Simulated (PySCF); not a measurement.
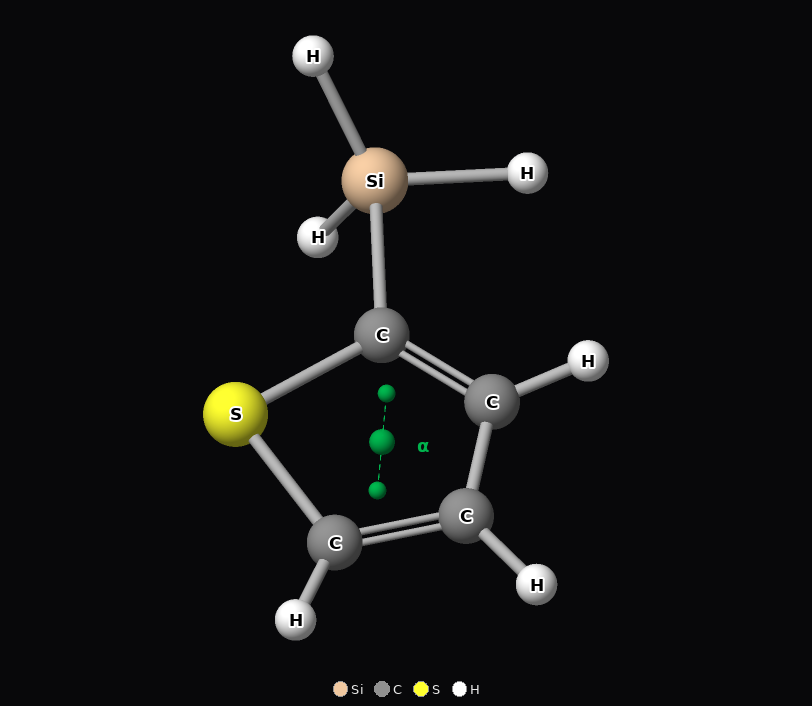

The small points mark where nucleus-independent chemical shifts (NICS) were computed: at the centre of each lettered ring and 1 Å above and below it. Geometry: a frame of a GFN2-xTB molecular-dynamics simulation, not a minimum. Properties computed with GIAO PBE0/pcSseg-1 NMR shielding, non-relativistic, gas phase (PySCF 2.14.0).

Give NICS(0), NICS(1) and the out-of-plane component NICS(1)zz for each ring (means of the two sides).

| ring | members | NICS(0) | NICS(1) | NICS(1)zz |
| --- | --- | --- | --- | --- |
| α | C4S | −11.9 | −11.5 | −27.4 |

Values in ppm.

What do the values say about the ring currents?

Ring α: diatropic, as in an aromatic ring. NICS is one index among several.
